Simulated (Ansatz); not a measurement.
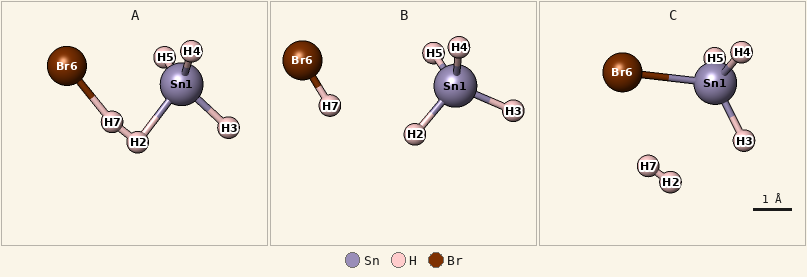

3 geometries from a converged minimum-energy path of SnH5Br, made up at the start of SnH₄ and HBr, shuffled. The picture is a ball-and-stick view, seen at a tilt.

Theory: RHF/def2-SVP (Ansatz). Set-up: 7 movable images; climbing image; force threshold 0.05 eV/Å; iteration limit 60; starting path through a guess of the saddle point.

Question: One of them is the converged climbing image. Which?

Answer: A. In order along the path, whose images run from 0 to 8: B (image 1, +0.03 eV), A (image 3, +1.75 eV), C (image 5, −0.23 eV). Breaking: Br6–H7 (1.41 → 1.92 at the top → 3.65 Å), Sn1–H2 (1.71 → 1.97 at the top → 5.03 Å). Forming: H2–H7 (3.28 → 0.88 at the top → 0.75 Å), Sn1–Br6 (4.63 → 3.17 at the top → 2.52 Å).

Limits of the set-up: the start holds two separate molecules, 3.3 Å apart at their closest, whose relative position is a soft coordinate and is computed without a dispersion correction; Hartree-Fock leaves out electron correlation.
